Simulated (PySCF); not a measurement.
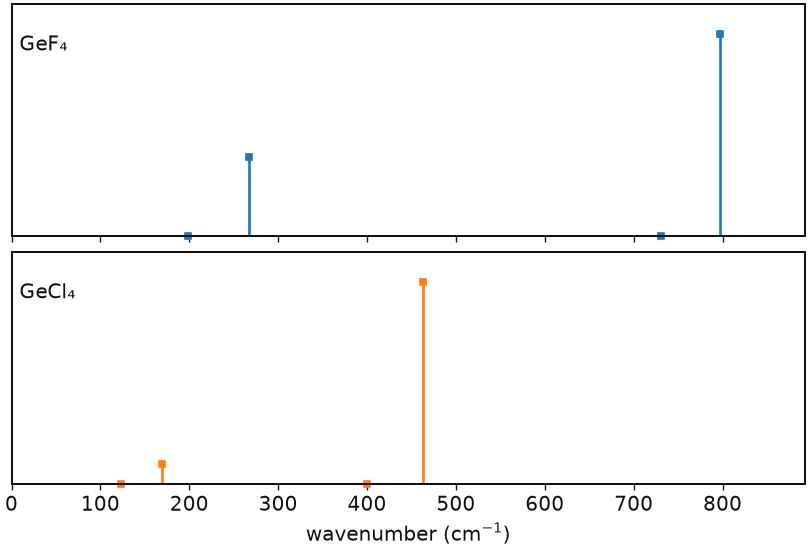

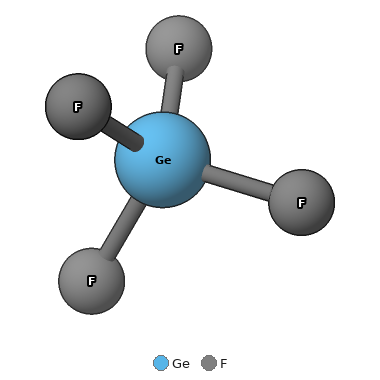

Harmonic infrared lines of GeF₄ and GeCl₄, all Td singlets, each the lowest point that its search found (GeF₄ is drawn); the ligand atom changes down one group of the periodic table. PBE0/def2-TZVP, PySCF 2.14.0, unscaled, no spin-orbit coupling; each panel is scaled to its strongest line, degenerate modes are one line with their intensities summed, and dots on the axis are modes too weak to show or inactive.

How do the bond length and the stretches change along the series?

Answer. Mean bond length: GeF₄ 1.692, GeCl₄ 2.117 Å, rising down the group. Highest t2 mode: GeF₄ 797, GeCl₄ 463 cm⁻¹, falling down the group.

Limits of at least one run: no scalar relativity.
